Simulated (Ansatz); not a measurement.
# H6W···H (doublet): what the fields show

| atom | x (Å) | y (Å) | z (Å) |
| --- | --- | --- | --- |
| W | 0.0000 | 0.0000 | -0.5088 |
| H | 0.0000 | 0.0000 | 1.2187 |
| H | 1.3864 | -0.0121 | 0.4370 |
| H | -0.0121 | 1.3864 | 0.4370 |
| H | -1.3864 | 0.0121 | 0.4370 |
| H | 0.0121 | -1.3864 | 0.4370 |
| H | 0.0000 | 0.0000 | -2.3490 |
| H | 0.0000 | 0.0000 | 3.0712 |

⟨S²⟩ = 0.88, above the pure value of 0.75; core potentials replace the inner electrons of W.

All numbers below come from Ansatz, UKS r2SCAN/def2-SVP.

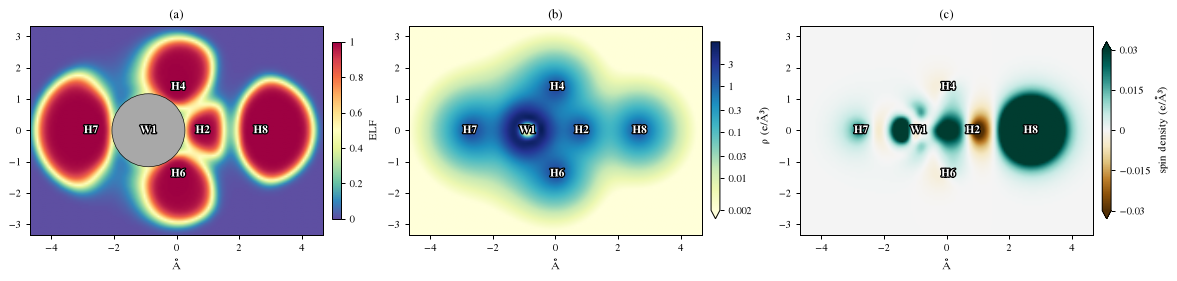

Figure 1. (a) ELF; (b) electron density; (c) spin density on the plane of atoms H4, W1 and H7. Grey discs cover the atomic cores in the ELF map.

Q: What do the fields say about this system?

A: Atoms in the plane: W and H. H2···H8 (1.85 Å): the density falls to about 0.14 e/Å³ on the way; the ELF dips to about 0.25 between them. W–H (1.68 Å): ρ at the midpoint is about 1.6 e/Å³; the ELF climbs to about 1 towards the hydrogen. The unpaired spin (1 electron) lies mostly on H8 (about 0.9) and W1 (about 0.1), in electrons by Hirshfeld's partition.

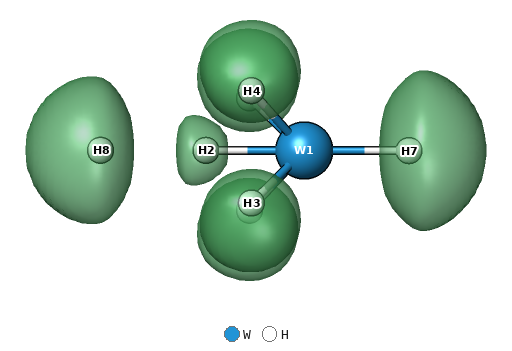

Figure 2. Isosurface of the electron localisation function at 0.85 (green), seen across its widest extent. Only the valence region is drawn (cores and ρ < 0.01 e/Å³ removed).

Q: What do the ELF domains correspond to?

A: At this value the surface marks out seven regions around hydrogen nuclei.

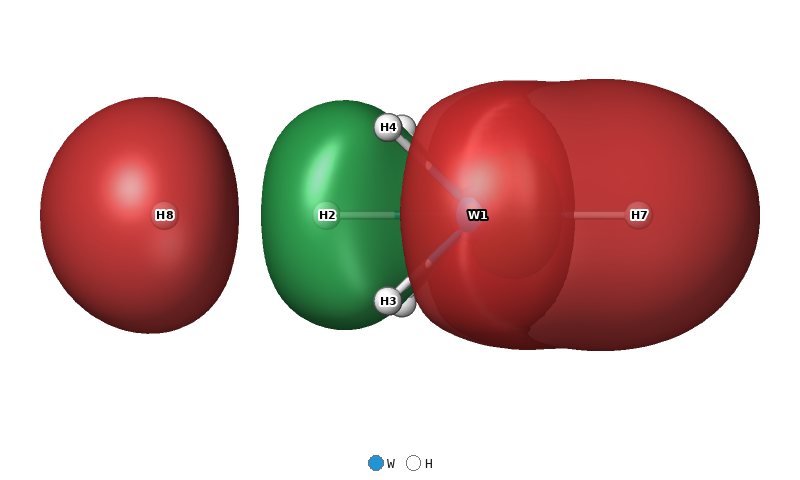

Figure 3. The HOMO (α) at ±0.06 Å⁻³ᐟ² (green and red are the two phases), seen across its widest extent.

Q: What is the character of this orbital?

A: By Hirshfeld shares it lies mainly on W1 (about 40 %), H8 (about 25 %), H7 (about 20 %) and H2 (about 10 %). Its energy is −6.12 eV.

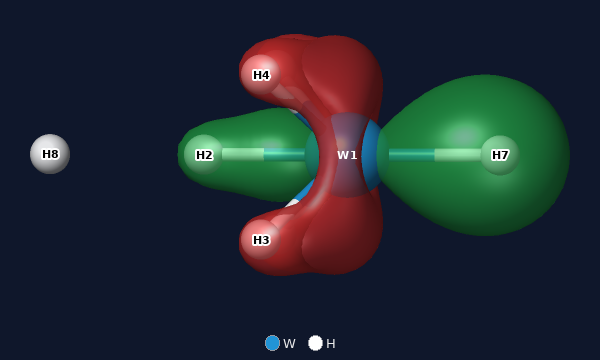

Figure 4. The HOMO−1 (β) at ±0.15 Å⁻³ᐟ² (green and red are the two phases), seen across its widest extent.

Q: Describe this orbital and give its energy.

A: It lies mainly on W1 (about 55 %) and H7 (about 30 %). Its energy is −8.06 eV.
